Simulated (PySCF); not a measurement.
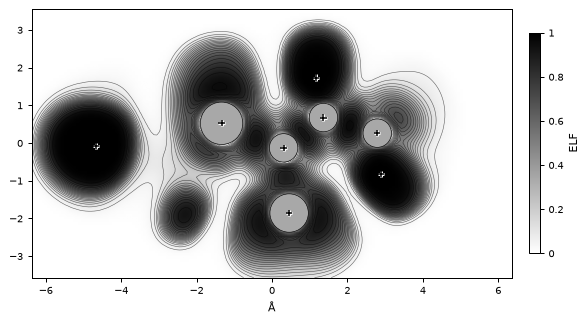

The electron localisation function on a plane through atoms (crosses mark nuclei in the plane; grey discs cover the cores).

Method: B3LYP/def2-SVPD, SCF density, gas phase in PySCF 2.14.0.

Candidates:
A. C4H9O2PSi
B. C4H9ClSSi (SMILES C/C=C(\Cl)SC[SiH3])

> Which system is this?

Candidate B: C4H9ClSSi on the plane of atoms C2, C3 and S5, which holds C, Cl, S and H. C–C (1.33 Å): the ELF peaks at about 0.90 between the atoms: a short, multiple covalent bond. C–Cl (1.74 Å): the ELF peaks at about 0.90 between the atoms; localised, covalent bonding.
